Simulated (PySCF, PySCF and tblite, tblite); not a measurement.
# C₅H₅N₃O: a path driven as rotation about a bond, and NMR exchange, part 2 of 2

PySCF and tblite. Atoms count from 0. Earlier steps stand in the parts before.

### Step 10. Single-point energy, saddle of leg 1: PBE0/pcSseg-1

Job settings and geometry (Å):

```
{"job": {"kind": "sp", "xc": "PBE0", "basis": "pcSseg-1", "pop": false}, "charge": 0, "multiplicity": 1}
C     -2.284550     0.478548     0.246260
N     -1.107464     0.981850    -0.448964
C      0.026342     0.178815    -0.329970
C      0.355349    -1.098718    -0.712444
N      1.615679    -1.369473    -0.303953
C      2.017537    -0.285627     0.303485
C      3.279843    -0.095504     0.898814
N      4.307350     0.053366     1.382090
O      1.092755     0.693541     0.322420
H     -3.077041     1.216666     0.145428
H     -2.043299     0.367563     1.302369
H     -2.640795    -0.485652    -0.137210
H     -1.319263     1.187484    -1.419745
H     -0.222442    -1.822858    -1.248581
```

Standard output:

```text
coarse grid: 12808 points
cycle   1  E = -432.2728166764  dE =  1.859e+00  |g| = 6.529e-01  |ddm| = 3.702e+00
cycle   2  E = -432.0631211095  dE =  2.097e-01  |g| = 1.202e+00  |ddm| = 1.476e+00
cycle   3  E = -432.3556468842  dE = -2.925e-01  |g| = 2.241e-01  |ddm| = 1.045e+00
cycle   4  E = -432.3647840411  dE = -9.137e-03  |g| = 7.861e-02  |ddm| = 1.996e-01
cycle   5  E = -432.3659989985  dE = -1.215e-03  |g| = 1.597e-02  |ddm| = 6.809e-02
cycle   6  E = -432.3660442572  dE = -4.526e-05  |g| = 6.734e-03  |ddm| = 1.634e-02
cycle   7  E = -432.3660532552  dE = -8.998e-06  |g| = 2.403e-03  |ddm| = 6.684e-03
final grid: 127088 points
cycle   8  E = -432.4252583064  dE = -3.370e-05  |g| = 8.462e-03  |ddm| = 2.972e-02
cycle   9  E = -432.4252438364  dE =  1.447e-05  |g| = 1.235e-02  |ddm| = 1.441e-02
cycle  10  E = -432.4252718848  dE = -2.805e-05  |g| = 1.975e-03  |ddm| = 8.516e-03
cycle  11  E = -432.4252726654  dE = -7.806e-07  |g| = 5.921e-04  |ddm| = 1.737e-03
cycle  12  E = -432.4252727325  dE = -6.717e-08  |g| = 1.873e-04  |ddm| = 5.422e-04
cycle  13  E = -432.4252727382  dE = -5.659e-09  |g| = 8.456e-05  |ddm| = 1.792e-04
cycle  14  E = -432.4252727396  dE = -1.444e-09  |g| = 2.886e-05  |ddm| = 8.024e-05
cycle  15  E = -432.4252727398  dE = -1.866e-10  |g| = 5.783e-06  |ddm| = 2.547e-05
converged SCF energy = -432.4252727398
```

Wall time 10 s (1 thread of Arm Neoverse V1, shared host); peak memory 0.62 GiB.

In short: HOMO -7.67 eV, LUMO -1.74 eV; dipole 6.32 D.

### Step 11. Kinetics and line shapes

Job settings and geometry (Å):

```
{"job": {"smiles": "CNc1cnc(C#N)o1", "charge": 0, "mult": 1, "motion": "rotation", "what": "aryl amine", "atoms": [2, 1], "drives": [{"terms": [["t", [3, 2, 1, 0], 0.25], ["t", [3, 2, 1, 12], 0.25], ["t", [8, 2, 1, 0], 0.25], ["t", [8, 2, 1, 12], 0.25]], "by": 180, "n": 12}], "flip": [2, 1], "study": "path", "level": {"kind": "nmr", "xc": "PBE0", "basis": "pcSseg-1"}, "fields": [100, 400, 700], "first": 3, "seed": 593, "kind": "path"}, "charge": 0, "multiplicity": 1}
C     -2.383319     0.362110    -0.387954
N     -1.115228     0.927917     0.006216
C      0.000724     0.156714     0.022440
C      0.202455    -1.210147     0.061760
N      1.528001    -1.445003     0.151689
C      2.102174    -0.276831     0.166328
C      3.474874    -0.012564     0.247410
N      4.599610     0.205757     0.309857
O      1.201634     0.757644     0.084227
H     -3.167020     1.084415    -0.171873
H     -2.565562    -0.538463     0.195873
H     -2.417931     0.104102    -1.452082
H     -0.956680     1.894603    -0.238359
H     -0.504411    -2.010727     0.030277
```

Standard output:

```text
stationary points (kcal/mol above the start)
  n  kind          group   xTB      DFT    lowest mode
  0  minimum      C1       0.00     0.00      75.1
  1  saddle       C1       9.52     6.37    -133.4
  2  saddle       C1       7.40     4.19    -113.5
  3  minimum      C1       0.53     0.76      96.1

GFN2-xTB energies: T/K, barrier G, reaction G (kcal/mol), k forward, k back (1/s)
 150.00     7.46     0.50         42        223
 200.00     7.56     0.48   2.28e+04   7.64e+04
 250.00     7.69     0.46   1.01e+06   2.56e+06
 298.15     7.82     0.44   1.18e+07    2.5e+07
 350.00     7.98     0.42   7.96e+07   1.46e+08
 400.00     8.14     0.40   3.17e+08   5.24e+08
 500.00     8.50     0.35   2.24e+09   3.19e+09

PBE0/pcSseg-1 + D3(BJ) energies: T/K, barrier G, reaction G (kcal/mol), k forward, k back (1/s)
 150.00     4.25     0.72   2.02e+06   2.24e+07
 200.00     4.35     0.70   7.38e+07   4.31e+08
 250.00     4.47     0.68   6.49e+08   2.57e+09
 298.15     4.61     0.66   2.68e+09   8.22e+09
 350.00     4.77     0.64   8.05e+09   2.03e+10
 400.00     4.93     0.62   1.79e+10   3.92e+10
 500.00     5.29     0.57   5.65e+10   1.01e+11
```

Run time: 94 s. Hardware: 1 thread of Arm Neoverse V1, shared host; peak memory 0.82 GiB. This counts the whole study up to here.

Barriers by level (kcal/mol; entropies in cal/(mol K)). Zero-point and thermal terms come from xTB in every row. ΔG‡ leaves symmetry out; the rate counts one path and all 2 saddles; effective ΔG‡, where given, is the barrier that would give that rate by Eyring's equation alone:

| level | ΔE‡ | with zero-point | ΔH‡ | ΔS‡ | ΔG‡ (298 K) | ΔE of reaction | k at 298 K (1/s) | effective ΔG‡ |
| --- | --- | --- | --- | --- | --- | --- | --- | --- |
| GFN2-xTB | 7.40 | 7.31 | 6.73 | -3.7 | 7.82 | 0.53 | 1.2e+07 | 7.80 |
| PBE0/pcSseg-1 + D3(BJ) | 4.19 | 4.10 | 3.51 | -3.7 | 4.61 | 0.75 | 2.7e+09 | 4.59 |

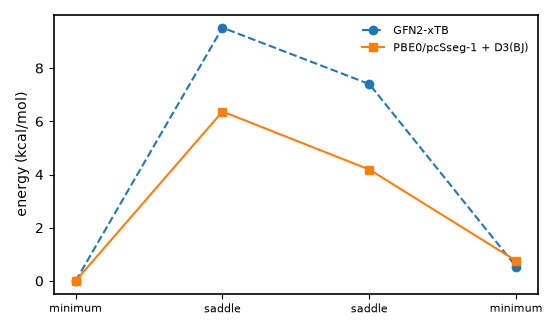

The xTB stationary points, at both levels.

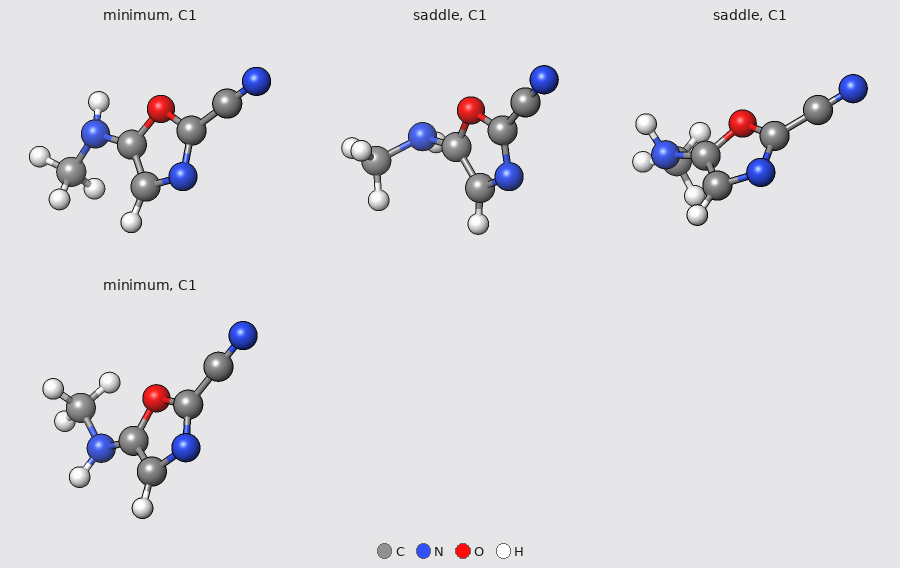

The stationary points in order.

Sites that the driver pairs across this motion, and where their lines would merge (no couplings; faster rotations or exchange between molecules can average them sooner):

| nucleus | sites: shielding (ppm) | proton frequency (MHz) | spread (Hz) | coalescence (K) | lines at 298 K |
| --- | --- | --- | --- | --- | --- |
| $^{13}$C | C3: 79.9; C3 (end): 77.4 | 700 | 432 | not given | – |
| $^{17}$O | O8: 23.9; O8 (end): 28.1 | 700 | 399 | not given | – |
| $^{1}$H | H12: 28.02; H12 (end): 28.28 | 700 | 186 | not given | – |
| $^{15}$N | N1: 194.2; N1 (end): 191.8 | 700 | 173 | not given | – |
| $^{1}$H | H9, H10, H11: 28.69; H9, H10, H11 (end): 28.50 | 700 | 139 | not given | – |
| $^{13}$C | C5: 54.4; C5 (end): 55.0 | 700 | 100 | not given | – |
| $^{13}$C | C2: 23.2; C2 (end): 23.6 | 700 | 78 | not given | – |
| $^{13}$C | C0: 155.3; C0 (end): 155.6 | 700 | 54 | not given | – |

A dash: the driver gave no coalescence for this row (it judged the minor form too scarce).

Rows that set an atom against itself at the end compare its shielding in the two forms.

Lines of quadrupolar nuclei are broad, so their coalescence could hardly be seen.

### Step 12. Shieldings, start: PBE0/pcSseg-1 in tetrahydrofuran

Job settings and geometry (Å):

```
{"job": {"kind": "nmr", "xc": "PBE0", "basis": "pcSseg-1", "solvent": "tetrahydrofuran", "pop": false}, "charge": 0, "multiplicity": 1}
C     -2.383319     0.362110    -0.387954
N     -1.115228     0.927917     0.006216
C      0.000724     0.156714     0.022440
C      0.202455    -1.210147     0.061760
N      1.528001    -1.445003     0.151689
C      2.102174    -0.276831     0.166328
C      3.474874    -0.012564     0.247410
N      4.599610     0.205757     0.309857
O      1.201634     0.757644     0.084227
H     -3.167020     1.084415    -0.171873
H     -2.565562    -0.538463     0.195873
H     -2.417931     0.104102    -1.452082
H     -0.956680     1.894603    -0.238359
H     -0.504411    -2.010727     0.030277
```

Standard output:

```text
coarse grid: 12808 points
cycle   1  E = -432.3103700806  dE =  1.866e+00  |g| = 6.113e-01  |ddm| = 3.730e+00
cycle   2  E = -432.1655319643  dE =  1.448e-01  |g| = 1.043e+00  |ddm| = 1.260e+00
cycle   3  E = -432.3840266818  dE = -2.185e-01  |g| = 1.725e-01  |ddm| = 8.491e-01
cycle   4  E = -432.3893344675  dE = -5.308e-03  |g| = 6.843e-02  |ddm| = 1.561e-01
cycle   5  E = -432.3902563819  dE = -9.219e-04  |g| = 1.248e-02  |ddm| = 5.548e-02
cycle   6  E = -432.3902843539  dE = -2.797e-05  |g| = 4.856e-03  |ddm| = 1.161e-02
cycle   7  E = -432.3902894425  dE = -5.089e-06  |g| = 1.106e-03  |ddm| = 4.193e-03
final grid: 127088 points
cycle   8  E = -432.4493698827  dE = -2.957e-05  |g| = 1.149e-02  |ddm| = 3.091e-02
cycle   9  E = -432.4493273199  dE =  4.256e-05  |g| = 1.907e-02  |ddm| = 1.818e-02
cycle  10  E = -432.4493944693  dE = -6.715e-05  |g| = 1.907e-03  |ddm| = 1.166e-02
cycle  11  E = -432.4493952468  dE = -7.775e-07  |g| = 4.770e-04  |ddm| = 1.535e-03
cycle  12  E = -432.4493952875  dE = -4.070e-08  |g| = 1.785e-04  |ddm| = 4.261e-04
cycle  13  E = -432.4493952927  dE = -5.194e-09  |g| = 8.226e-05  |ddm| = 1.689e-04
cycle  14  E = -432.4493952941  dE = -1.381e-09  |g| = 2.423e-05  |ddm| = 7.162e-05
cycle  15  E = -432.4493952942  dE = -1.256e-10  |g| = 4.909e-06  |ddm| = 2.207e-05
converged SCF energy = -432.4493952942

GIAO shielding tensors (ppm)
atom      isotropic    diamagn.    paramagn.     s11        s22        s33       span
  0 C      155.438     244.675     -89.238    132.148    147.277    186.888     54.740
  1 N      185.816     327.982    -142.166    123.143    194.913    239.392    116.249
  2 C       20.184     251.476    -231.292    -46.182     19.034     87.699    133.882
  3 C       78.649     253.509    -174.860     34.288     65.966    135.694    101.406
  4 N      -68.554     330.771    -399.325   -301.793   -140.548    236.680    538.473
  5 C       56.176     254.056    -197.880    -12.141     87.250     93.418    105.560
  6 C       68.263     255.948    -187.686    -43.523    -33.112    281.422    324.945
  7 N      -40.074     341.004    -381.078   -219.038   -123.030    221.845    440.883
  8 O       26.231     400.632    -374.401    -73.241    -29.552    181.485    254.726
  9 H       28.408      26.973       1.435     23.669     26.481     35.073     11.404
 10 H       28.565      29.151      -0.586     24.408     27.030     34.255      9.847
 11 H       28.635      28.415       0.220     24.061     26.421     35.425     11.364
 12 H       27.103      33.410      -6.307     18.171     27.469     35.669     17.498
 13 H       25.133      31.911      -6.778     21.187     26.568     27.643      6.456
```

Wall time 21 s (1 thread of Arm Neoverse V1, shared host); peak memory 0.99 GiB.

In short: HOMO -6.29 eV, LUMO -1.42 eV; dipole 9.62 D.

### Step 13. Single-point energy: PBE0/pcSseg-1 in tetrahydrofuran

Job settings and geometry (Å):

```
{"job": {"kind": "sp", "xc": "PBE0", "basis": "pcSseg-1", "solvent": "tetrahydrofuran", "pop": false}, "charge": 0, "multiplicity": 1}
C     -0.914700     2.184510    -1.246519
N     -1.117413     0.952240    -0.488355
C      0.031842     0.200371    -0.305332
C      0.339591    -1.078746    -0.684542
N      1.601816    -1.367445    -0.290703
C      2.033071    -0.288837     0.302006
C      3.306389    -0.109646     0.876396
N      4.338927     0.044647     1.347562
O      1.127471     0.708792     0.332295
H     -1.882184     2.664227    -1.374961
H     -0.519527     1.922484    -2.227190
H     -0.226392     2.887069    -0.762483
H     -1.565714     1.161269     0.399854
H     -0.264211    -1.790898    -1.205070
```

Standard output:

```text
coarse grid: 12808 points
cycle   1  E = -432.2963592074  dE =  1.830e+00  |g| = 6.275e-01  |ddm| = 3.716e+00
cycle   2  E = -432.1411702411  dE =  1.552e-01  |g| = 1.078e+00  |ddm| = 1.253e+00
cycle   3  E = -432.3739861486  dE = -2.328e-01  |g| = 1.799e-01  |ddm| = 8.437e-01
cycle   4  E = -432.3796745152  dE = -5.688e-03  |g| = 7.096e-02  |ddm| = 1.597e-01
cycle   5  E = -432.3806669397  dE = -9.924e-04  |g| = 1.303e-02  |ddm| = 5.680e-02
cycle   6  E = -432.3806967889  dE = -2.985e-05  |g| = 5.079e-03  |ddm| = 1.251e-02
cycle   7  E = -432.3807023793  dE = -5.590e-06  |g| = 9.444e-04  |ddm| = 4.478e-03
final grid: 127088 points
cycle   8  E = -432.4398338559  dE = -2.756e-05  |g| = 1.094e-02  |ddm| = 2.816e-02
cycle   9  E = -432.4397983601  dE =  3.550e-05  |g| = 1.780e-02  |ddm| = 1.727e-02
cycle  10  E = -432.4398558893  dE = -5.753e-05  |g| = 2.068e-03  |ddm| = 1.085e-02
cycle  11  E = -432.4398568041  dE = -9.148e-07  |g| = 4.427e-04  |ddm| = 1.604e-03
cycle  12  E = -432.4398568395  dE = -3.532e-08  |g| = 1.642e-04  |ddm| = 4.116e-04
cycle  13  E = -432.4398568437  dE = -4.277e-09  |g| = 7.967e-05  |ddm| = 1.543e-04
cycle  14  E = -432.4398568450  dE = -1.314e-09  |g| = 2.321e-05  |ddm| = 6.810e-05
cycle  15  E = -432.4398568452  dE = -1.145e-10  |g| = 4.382e-06  |ddm| = 2.041e-05
converged SCF energy = -432.4398568452
```

Wall time 11 s (1 thread of Arm Neoverse V1, shared host); peak memory 0.66 GiB.

This run: HOMO -7.52 eV, LUMO -1.82 eV; dipole 6.60 D.

### Step 14. Shieldings, end: PBE0/pcSseg-1 in tetrahydrofuran

Job settings and geometry (Å):

```
{"job": {"kind": "nmr", "xc": "PBE0", "basis": "pcSseg-1", "solvent": "tetrahydrofuran", "pop": false}, "charge": 0, "multiplicity": 1}
C     -2.088615     0.806240     0.422536
N     -1.366453     0.295779    -0.721284
C     -0.091932    -0.151229    -0.591118
C      0.719326    -0.875449    -1.446288
N      1.941000    -0.984429    -0.888322
C      1.874456    -0.355993     0.250671
C      2.900311    -0.199375     1.190121
N      3.738032    -0.071534     1.963985
O      0.632027     0.180085     0.489448
H     -2.944864     1.376420     0.068255
H     -1.430199     1.464654     0.986391
H     -2.438620     0.008086     1.086204
H     -1.913089    -0.184973    -1.419092
H      0.492326    -1.304827    -2.398411
```

Standard output:

```text
coarse grid: 12808 points
cycle   1  E = -432.3107791456  dE =  1.868e+00  |g| = 6.085e-01  |ddm| = 3.737e+00
cycle   2  E = -432.1679111570  dE =  1.429e-01  |g| = 1.037e+00  |ddm| = 1.267e+00
cycle   3  E = -432.3840473142  dE = -2.161e-01  |g| = 1.711e-01  |ddm| = 8.503e-01
cycle   4  E = -432.3892493963  dE = -5.202e-03  |g| = 6.908e-02  |ddm| = 1.548e-01
cycle   5  E = -432.3901917553  dE = -9.424e-04  |g| = 1.228e-02  |ddm| = 5.546e-02
cycle   6  E = -432.3902183597  dE = -2.660e-05  |g| = 4.921e-03  |ddm| = 1.141e-02
cycle   7  E = -432.3902235699  dE = -5.210e-06  |g| = 1.058e-03  |ddm| = 4.202e-03
final grid: 127088 points
cycle   8  E = -432.4485450742  dE = -2.442e-05  |g| = 1.152e-02  |ddm| = 3.002e-02
cycle   9  E = -432.4485024493  dE =  4.262e-05  |g| = 1.911e-02  |ddm| = 1.798e-02
cycle  10  E = -432.4485695457  dE = -6.710e-05  |g| = 1.905e-03  |ddm| = 1.151e-02
cycle  11  E = -432.4485703343  dE = -7.886e-07  |g| = 4.609e-04  |ddm| = 1.515e-03
cycle  12  E = -432.4485703721  dE = -3.785e-08  |g| = 1.766e-04  |ddm| = 4.192e-04
cycle  13  E = -432.4485703773  dE = -5.150e-09  |g| = 7.914e-05  |ddm| = 1.681e-04
cycle  14  E = -432.4485703786  dE = -1.304e-09  |g| = 2.117e-05  |ddm| = 6.774e-05
cycle  15  E = -432.4485703787  dE = -9.788e-11  |g| = 4.573e-06  |ddm| = 1.968e-05
converged SCF energy = -432.4485703787

GIAO shielding tensors (ppm)
atom      isotropic    diamagn.    paramagn.     s11        s22        s33       span
  0 C      155.741     245.784     -90.043    133.140    148.094    185.988     52.848
  1 N      183.593     326.220    -142.626    122.593    195.540    232.647    110.054
  2 C       20.509     251.610    -231.101    -45.620     17.119     90.028    135.648
  3 C       76.162     252.616    -176.455     33.049     66.860    128.576     95.527
  4 N      -68.622     331.965    -400.587   -298.448   -142.243    234.826    533.274
  5 C       56.794     252.281    -195.487    -10.146     86.768     93.760    103.906
  6 C       67.994     256.402    -188.408    -43.604    -32.873    280.460    324.064
  7 N      -40.152     341.251    -381.403   -219.324   -118.339    217.206    436.531
  8 O       29.580     401.697    -372.117    -87.014    -29.532    205.286    292.299
  9 H       28.483      27.372       1.111     23.760     26.470     35.219     11.459
 10 H       28.156      30.115      -1.958     23.459     27.793     33.216      9.757
 11 H       28.539      28.993      -0.454     24.062     26.096     35.460     11.398
 12 H       27.149      32.453      -5.303     18.542     27.669     35.237     16.695
 13 H       25.110      31.014      -5.904     21.518     26.440     27.371      5.853
```

Run time: 21 s. Hardware: 1 thread of Arm Neoverse V1, shared host; peak memory 0.88 GiB.

Key values: HOMO -6.21 eV, LUMO -1.37 eV; dipole 9.66 D.

### Step 15. Single-point energy, saddle of leg 1: PBE0/pcSseg-1 in tetrahydrofuran

Job settings and geometry (Å):

```
{"job": {"kind": "sp", "xc": "PBE0", "basis": "pcSseg-1", "solvent": "tetrahydrofuran", "pop": false}, "charge": 0, "multiplicity": 1}
C     -2.284550     0.478548     0.246260
N     -1.107464     0.981850    -0.448964
C      0.026342     0.178815    -0.329970
C      0.355349    -1.098718    -0.712444
N      1.615679    -1.369473    -0.303953
C      2.017537    -0.285627     0.303485
C      3.279843    -0.095504     0.898814
N      4.307350     0.053366     1.382090
O      1.092755     0.693541     0.322420
H     -3.077041     1.216666     0.145428
H     -2.043299     0.367563     1.302369
H     -2.640795    -0.485652    -0.137210
H     -1.319263     1.187484    -1.419745
H     -0.222442    -1.822858    -1.248581
```

Standard output:

```text
coarse grid: 12808 points
cycle   1  E = -432.2941727207  dE =  1.838e+00  |g| = 6.265e-01  |ddm| = 3.702e+00
cycle   2  E = -432.1391337815  dE =  1.550e-01  |g| = 1.078e+00  |ddm| = 1.257e+00
cycle   3  E = -432.3717676374  dE = -2.326e-01  |g| = 1.776e-01  |ddm| = 8.413e-01
cycle   4  E = -432.3773114542  dE = -5.544e-03  |g| = 7.080e-02  |ddm| = 1.584e-01
cycle   5  E = -432.3783020976  dE = -9.906e-04  |g| = 1.280e-02  |ddm| = 5.619e-02
cycle   6  E = -432.3783310971  dE = -2.900e-05  |g| = 4.842e-03  |ddm| = 1.239e-02
cycle   7  E = -432.3783361841  dE = -5.087e-06  |g| = 9.577e-04  |ddm| = 4.487e-03
final grid: 127088 points
cycle   8  E = -432.4374745831  dE = -2.870e-05  |g| = 1.064e-02  |ddm| = 2.963e-02
cycle   9  E = -432.4374422993  dE =  3.228e-05  |g| = 1.712e-02  |ddm| = 1.759e-02
cycle  10  E = -432.4374954046  dE = -5.311e-05  |g| = 1.987e-03  |ddm| = 1.082e-02
cycle  11  E = -432.4374962442  dE = -8.396e-07  |g| = 4.325e-04  |ddm| = 1.617e-03
cycle  12  E = -432.4374962775  dE = -3.324e-08  |g| = 1.656e-04  |ddm| = 4.141e-04
cycle  13  E = -432.4374962819  dE = -4.407e-09  |g| = 7.871e-05  |ddm| = 1.565e-04
cycle  14  E = -432.4374962831  dE = -1.279e-09  |g| = 2.256e-05  |ddm| = 6.681e-05
cycle  15  E = -432.4374962832  dE = -1.100e-10  |g| = 4.319e-06  |ddm| = 1.985e-05
converged SCF energy = -432.4374962832
```

Run time: 11 s. Hardware: 1 thread of Arm Neoverse V1, shared host; peak memory 0.66 GiB.

This run: HOMO -7.47 eV, LUMO -1.77 eV; dipole 7.81 D.

### Step 16. Second level: PBE0/pcSseg-1 + D3(BJ), IEF-PCM tetrahydrofuran

Job settings and geometry (Å):

```
{"job": {"smiles": "CNc1cnc(C#N)o1", "charge": 0, "mult": 1, "motion": "rotation", "what": "aryl amine", "atoms": [2, 1], "drives": [{"terms": [["t", [3, 2, 1, 0], 0.25], ["t", [3, 2, 1, 12], 0.25], ["t", [8, 2, 1, 0], 0.25], ["t", [8, 2, 1, 12], 0.25]], "by": 180, "n": 12}], "flip": [2, 1], "study": "path", "level": {"kind": "nmr", "xc": "PBE0", "basis": "pcSseg-1", "wide": true, "solvent": "tetrahydrofuran"}, "fields": [100, 400, 700], "first": 3, "seed": 593, "kind": "pathvar"}, "charge": 0, "multiplicity": 1}
C     -2.383319     0.362110    -0.387954
N     -1.115228     0.927917     0.006216
C      0.000724     0.156714     0.022440
C      0.202455    -1.210147     0.061760
N      1.528001    -1.445003     0.151689
C      2.102174    -0.276831     0.166328
C      3.474874    -0.012564     0.247410
N      4.599610     0.205757     0.309857
O      1.201634     0.757644     0.084227
H     -3.167020     1.084415    -0.171873
H     -2.565562    -0.538463     0.195873
H     -2.417931     0.104102    -1.452082
H     -0.956680     1.894603    -0.238359
H     -0.504411    -2.010727     0.030277
```

Standard output:

```text
stationary points (kcal/mol above the start)
  n  kind          group   xTB      DFT    lowest mode
  0  minimum      C1       0.00     0.00      75.1
  1  saddle       C1       9.52     7.49    -133.4
  2  saddle       C1       7.40     6.02    -113.5
  3  minimum      C1       0.53     0.57      96.1

GFN2-xTB energies: T/K, barrier G, reaction G (kcal/mol), k forward, k back (1/s)
 150.00     7.46     0.50         42        223
 200.00     7.56     0.48   2.28e+04   7.64e+04
 250.00     7.69     0.46   1.01e+06   2.56e+06
 298.15     7.82     0.44   1.18e+07    2.5e+07
 350.00     7.98     0.42   7.96e+07   1.46e+08
 400.00     8.14     0.40   3.17e+08   5.24e+08
 500.00     8.50     0.35   2.24e+09   3.19e+09

PBE0/pcSseg-1 + D3(BJ) energies: T/K, barrier G, reaction G (kcal/mol), k forward, k back (1/s)
 150.00     4.25     0.72   2.02e+06   2.24e+07
 200.00     4.35     0.70   7.38e+07   4.31e+08
 250.00     4.47     0.68   6.49e+08   2.57e+09
 298.15     4.61     0.66   2.68e+09   8.22e+09
 350.00     4.77     0.64   8.05e+09   2.03e+10
 400.00     4.93     0.62   1.79e+10   3.92e+10
 500.00     5.29     0.57   5.65e+10   1.01e+11

PBE0/pcSseg-1 + D3(BJ), IEF-PCM tetrahydrofuran energies: T/K, barrier G, reaction G (kcal/mol), k forward, k back (1/s)
 150.00     6.08     0.53   4.38e+03    2.6e+04
 200.00     6.18     0.51   7.53e+05   2.75e+06
 250.00     6.30     0.50   1.69e+07    4.6e+07
 298.15     6.44     0.48   1.29e+08   2.88e+08
 350.00     6.60     0.46   6.22e+08    1.2e+09
 400.00     6.76     0.43   1.95e+09   3.36e+09
 500.00     7.12     0.39   9.89e+09   1.46e+10
```

Run time: 2.7 min. Hardware: 1 thread of Arm Neoverse V1, shared host; peak memory 0.99 GiB. This counts the runs that the step sums up.

Barriers by level (kcal/mol; entropies in cal/(mol K)). Zero-point and thermal terms come from xTB in every row. ΔG‡ leaves symmetry out; the rate counts one path and all 2 saddles; effective ΔG‡, where given, is the barrier that would give that rate by Eyring's equation alone:

| level | ΔE‡ | with zero-point | ΔH‡ | ΔS‡ | ΔG‡ (298 K) | ΔE of reaction | k at 298 K (1/s) | effective ΔG‡ |
| --- | --- | --- | --- | --- | --- | --- | --- | --- |
| GFN2-xTB | 7.40 | 7.31 | 6.73 | -3.7 | 7.82 | 0.53 | 1.2e+07 | 7.80 |
| PBE0/pcSseg-1 + D3(BJ) | 4.19 | 4.10 | 3.51 | -3.7 | 4.61 | 0.75 | 2.7e+09 | 4.59 |
| PBE0/pcSseg-1 + D3(BJ), IEF-PCM tetrahydrofuran | 6.02 | 5.93 | 5.34 | -3.7 | 6.44 | 0.57 | 1.3e+08 | 6.39 |

### Step 17. Results

This closing draws on all 2 parts.

| quantity | value |
| --- | --- |
| barrier (PBE0/pcSseg-1 + D3(BJ)) | ΔE‡ 4.2, ΔG‡(298 K) 4.6 kcal/mol |
| barrier (GFN2-xTB) | ΔE‡ 7.4 kcal/mol |
| rate at 298 K | 2.7e+09 s⁻¹ |
| end of the path | 0.8 kcal/mol from the start |

**Reading.** The barrier is 4.2 kcal/mol at the DFT level (xTB: 7.4); with thermal terms and the count of paths the DFT value gives a rate of 2.7e+09 s⁻¹ at 298 K. An error of 1.4 kcal/mol changes that rate tenfold. PBE0/pcSseg-1 + D3(BJ), IEF-PCM tetrahydrofuran moves the barrier from 4.2 to 6.0 kcal/mol.
